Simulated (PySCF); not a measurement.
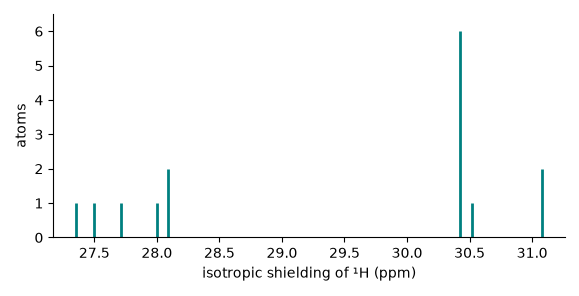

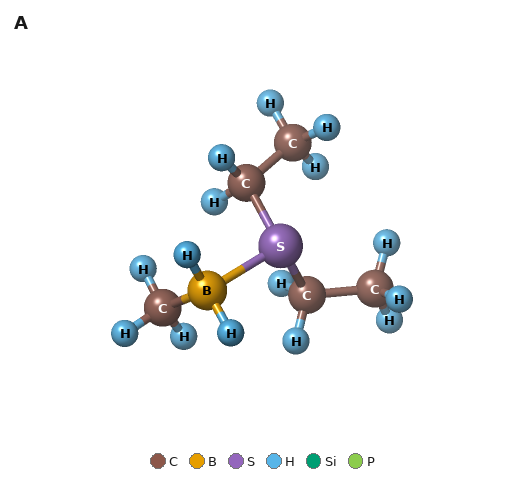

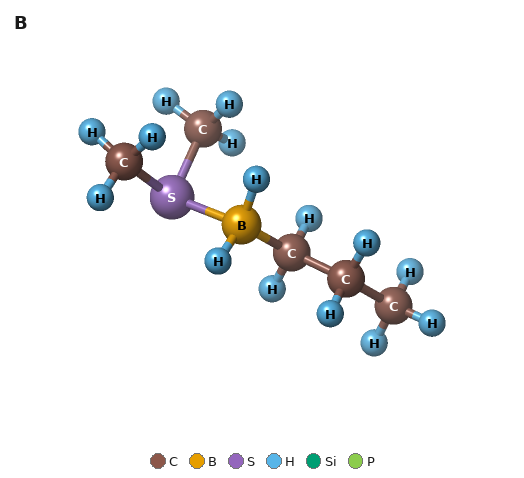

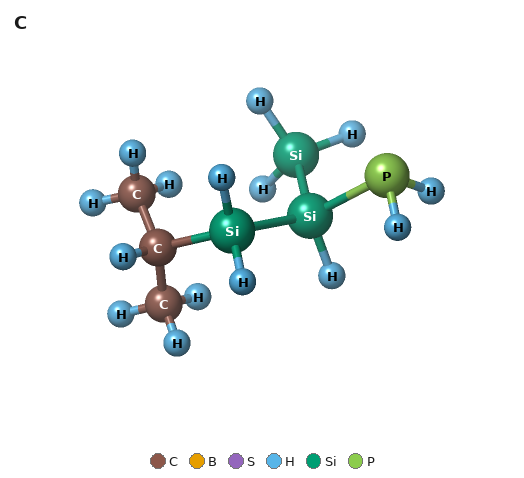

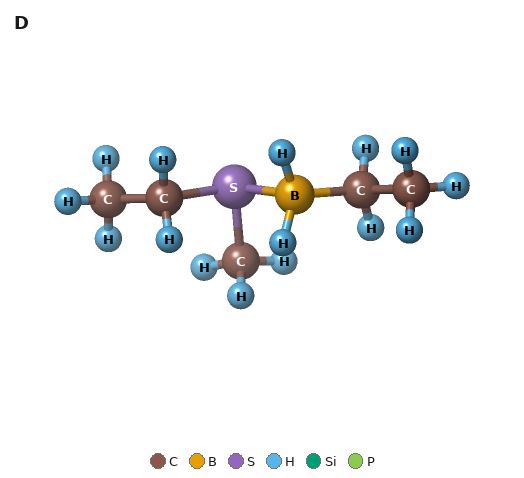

The sticks are computed shieldings of one of the molecules, for one fixed geometry (GFN2-xTB) without averaging over rotations. Low shielding means a high chemical shift. Method: GIAO PBE0/pcSseg-1 NMR shielding, non-relativistic, gas phase (PySCF 2.14.0).

> Match the spectrum to a structure.

C, `CC(C)[SiH2][Si@@H]([SiH3])P`. Its 15 H atoms give lines at 27.36, 27.50, 27.71, 28.00, 28.09 (2 atoms), 30.43 (6 atoms), 30.52, 31.08 (2 atoms) ppm.

The geometry is semi-empirical. Around B, P, Si such bond lengths and angles can be off by a tenth of an ångström or more and by several degrees, and values that hang on the shape move with them.
